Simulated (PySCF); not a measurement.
**NClO (nitrosyl chloride) at FCI/STO-6G**

Aim: the vertical singlet–triplet gap of NClO (nitrosyl chloride) at FCI/STO-6G, from 2 runs. The job is set up through a Python script.

Program for the calculation: PySCF 2.14.0.

19 further runs of the same task are left out: 9 that didn't finish, 10 set aside as unsound or not needed.

### Step 1. The system as given

The species is NClO (3 atoms), meant as a singlet with charge 0. SMILES: `O=NCl`. The shape is that of a PBE0-D4/def2-TZVP optimisation.

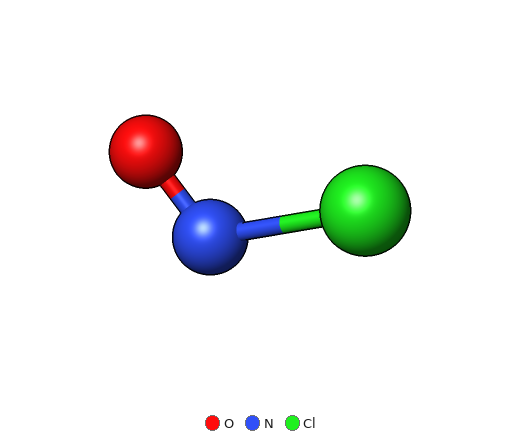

Viewed from a chosen angle; oxygen red, nitrogen blue, chlorine green.

### Step 2. The energy at FCI/STO-6G

input.py

```python
from pyscf import gto, mcscf
from pyscf import fci

mol = gto.M(
    atom='''
O      1.889877    -0.639351     0.971092
N      0.098360    -1.132985    -0.067728
Cl    -1.988238     1.772374    -0.903365
''',
    unit='bohr',
    basis='sto-6g',
    verbose=3,
    max_memory=1860,
    charge=0,
)

calc0 = mol.RHF()
calc0.conv_tol = 1e-10
calc0.kernel()
if not calc0.converged:
    calc0 = calc0.newton().run(calc0.mo_coeff, calc0.mo_occ)

cas = mcscf.CASCI(calc0, calc0.mo_coeff.shape[-1] - 7, (mol.nelec[0] - 7, mol.nelec[1] - 7))  # full CI above the frozen core
cas.fcisolver = fci.direct_spin0.FCI(mol)  # even spin states alone
cas.kernel()
print('<S^2> = %.4f' % cas.fcisolver.spin_square(cas.ci, cas.ncas, cas.nelecas)[0])
energy = cas.e_tot
print('E = %.10f Eh' % energy)
```

Launch:

```
$ OMP_NUM_THREADS=1 python input.py
```

What it wrote:

```text
converged SCF energy = -586.697505079781
CASCI E = -586.873649866112  E(CI) = -71.7817455022865  S^2 = 0.0000000
<S^2> = 0.0000
E = -586.8736498661 Eh
```

Wall time 1.9 s (1 thread of Arm Neoverse V1, shared host); peak memory 0.12 GiB.

### Step 3. The triplet at the same level

job.py

```python
from pyscf import gto, mcscf

mol = gto.Mole()
mol.atom = '''
O      1.889877    -0.639351     0.971092
N      0.098360    -1.132985    -0.067728
Cl    -1.988238     1.772374    -0.903365
'''
mol.basis = 'sto-6g'
mol.unit = 'bohr'
mol.verbose = 4
mol.max_memory = 1860
mol.spin = 2
mol.build()

mf = mol.ROHF()
mf.conv_tol = 1e-10
mf.kernel()
if not mf.converged:
    mf = mf.newton().run(mf.mo_coeff, mf.mo_occ)

cas = mcscf.CASCI(mf, mf.mo_coeff.shape[-1] - 7, (mol.nelec[0] - 7, mol.nelec[1] - 7))  # full CI above the frozen core
cas.fix_spin_(ss=2.0)
cas.kernel()
energy = cas.e_tot
print('E(%s) = %.9f' % ('FCI', energy))
```

Launch:

```
$ OMP_NUM_THREADS=1 python job.py
```

What it wrote:

```text
PySCF version 2.14.0

[INPUT] num. atoms = 3
[INPUT] num. electrons = 32
[INPUT] charge = 0
[INPUT] spin (= nelec alpha-beta = 2S) = 2
[INPUT] symmetry False subgroup None
[INPUT] Mole.unit = bohr
[INPUT] Symbol           X                Y                Z      unit          X                Y                Z       unit  Magmom
[INPUT]  1 O      1.000079839842  -0.338329978979   0.513879756107 AA    1.889877000000  -0.639351000000   0.971092000000 Bohr   0.0
[INPUT]  2 N      0.052049870466  -0.599549842314  -0.035840114141 AA    0.098360000000  -1.132985000000  -0.067728000000 Bohr   0.0
[INPUT]  3 Cl    -1.052130239485   0.937899930027  -0.478040171143 AA   -1.988238000000   1.772374000000  -0.903365000000 Bohr   0.0

nuclear repulsion = 86.249467169815
number of shells = 11
number of NR pGTOs = 114
number of NR cGTOs = 19
basis = sto-6g
ecp = {}

******** <class 'pyscf.scf.rohf.ROHF'> ********
method = ROHF
initial guess = minao
damping factor = 0
level_shift factor = 0
DIIS = <class 'pyscf.scf.diis.CDIIS'>
diis_start_cycle = 1
diis_space = 8
diis_damp = 0
SCF conv_tol = 1e-10
SCF conv_tol_grad = None
SCF max_cycles = 50
direct_scf = True
direct_scf_tol = 1e-13
num. doubly occ = 15  num. singly occ = 2
Set gradient conv threshold to 1e-05
init E= -586.786064252391
  HOMO = 0.0104482853849476  LUMO = 0.0996575693617309  gap/eV = 2.42751
cycle= 1 E= -586.59541046415  delta_E= 0.191  |g|= 0.334  |ddm|= 2.04
  HOMO = -0.130702000612044  LUMO = 0.190529083829199  gap/eV = 8.74114
cycle= 2 E= -586.637248123524  delta_E= -0.0418  |g|= 0.247  |ddm|=  0.6
  HOMO = -0.0742742694036536  LUMO = 0.242611982374513  gap/eV = 8.62291
cycle= 3 E= -586.656235552409  delta_E= -0.019  |g|= 0.0296  |ddm|= 0.204
  HOMO = -0.0398895108359968  LUMO = 0.261459695270073  gap/eV = 8.20013
cycle= 4 E= -586.657706334232  delta_E= -0.00147  |g|= 0.0181  |ddm|= 0.0877
  HOMO = -0.0419970302922726  LUMO = 0.263727910759511  gap/eV = 8.31920
cycle= 5 E= -586.658746540936  delta_E= -0.00104  |g|= 0.0105  |ddm|= 0.0763
  HOMO = -0.0412743014253989  LUMO = 0.267245825110579  gap/eV = 8.39526
cycle= 6 E= -586.659538696093  delta_E= -0.000792  |g|= 0.00538  |ddm|= 0.0993
  HOMO = -0.0403890760959672  LUMO = 0.267928512677764  gap/eV = 8.38975
cycle= 7 E= -586.659724818535  delta_E= -0.000186  |g|= 0.00206  |ddm|= 0.0658
  HOMO = -0.0401538602057785  LUMO = 0.26731766606054  gap/eV = 8.36673
cycle= 8 E= -586.659731786476  delta_E= -6.97e-06  |g|= 0.000885  |ddm|= 0.0081
  HOMO = -0.0400257667881178  LUMO = 0.267788440881204  gap/eV = 8.37605
cycle= 9 E= -586.659737596818  delta_E= -5.81e-06  |g|= 0.000316  |ddm|= 0.0126
  HOMO = -0.0400020111019395  LUMO = 0.267585558302266  gap/eV = 8.36988
cycle= 10 E= -586.659738296814  delta_E= -7e-07  |g|= 0.000181  |ddm|= 0.00349
  HOMO = -0.0399554522742206  LUMO = 0.267680122037745  gap/eV = 8.37119
cycle= 11 E= -586.659738520128  delta_E= -2.23e-07  |g|= 7.3e-05  |ddm|= 0.00257
  HOMO = -0.0399532120318015  LUMO = 0.267657013742247  gap/eV = 8.37050
cycle= 12 E= -586.659738545135  delta_E= -2.5e-08  |g|= 4.52e-05  |ddm|= 0.000843
  HOMO = -0.039938917304317  LUMO = 0.26768301332726  gap/eV = 8.37082
cycle= 13 E= -586.659738550889  delta_E= -5.75e-09  |g|= 1.37e-05  |ddm|= 0.000284
  HOMO = -0.0399390456539221  LUMO = 0.267683002348579  gap/eV = 8.37082
cycle= 14 E= -586.659738551556  delta_E= -6.67e-10  |g|= 3.89e-06  |ddm|= 8.61e-05
  HOMO = -0.0399384466509083  LUMO = 0.267682111401623  gap/eV = 8.37078
cycle= 15 E= -586.6597385516  delta_E= -4.39e-11  |g|= 1.71e-06  |ddm|= 2.67e-05
  HOMO = -0.0399390013542984  LUMO = 0.267681750111371  gap/eV = 8.37079
Extra cycle  E= -586.659738551604  delta_E= -4.09e-12  |g|= 9.17e-07  |ddm|= 4.14e-06
converged SCF energy = -586.659738551604

******** <class 'pyscf.mcscf.casci.CASCI'> ********
CAS (10e+8e, 12o), ncore = 7, nvir = 0
natorb = False
canonicalization = True
sorting_mo_energy = False
******** <class 'pyscf.fci.addons.SpinPenaltyFCISolver'> ********
max. cycles = 200
conv_tol = 1e-08
davidson only = True
linear dependence = 1e-12
level shift = 0.001
max iter space = 12
nroots = 1
pspace_size = 400
spin = None
Density matrix diagonal elements [1.99288709 1.99576425 1.98954972 1.97284468 1.93056416 1.96531849
 1.99721195 1.99499479 1.01465607 1.027884   0.09133257 0.02699225]
CASCI converged
CASCI E = -586.795593527655  E(CI) = -71.7036517523417  S^2 = 2.0000000
E(FCI) = -586.795593528
```

It took 1.8 s on 1 thread of Arm Neoverse V1, shared host; peak memory 0.12 GiB.

### Step 4. Results

At FCI/STO-6G, 7 core orbitals frozen:

| quantity | value |
| --- | --- |
| singlet: total energy | -586.87365 Eh |
| singlet: dipole moment (Hartree–Fock density) | 2.29 D |
| singlet: HOMO energy (Hartree–Fock orbitals) | -9.63 eV |
| singlet: LUMO energy (Hartree–Fock orbitals) | 3.79 eV |
| singlet: HOMO–LUMO gap (Hartree–Fock orbitals) | 13.42 eV |
| singlet: correlation energy (7 core orbitals frozen) | -176.1 mEh |
| triplet: total energy | -586.79559 Eh |
| triplet: dipole moment (Hartree–Fock density) | 0.60 D |
| triplet: correlation energy (7 core orbitals frozen) | -135.9 mEh |
| vertical energy of the triplet above the singlet | 2.124 eV |

What this shows: At this shape the triplet lies 2.12 eV (49 kcal/mol) above the singlet. In a minimal basis such a difference can be off by several eV, whatever the method.
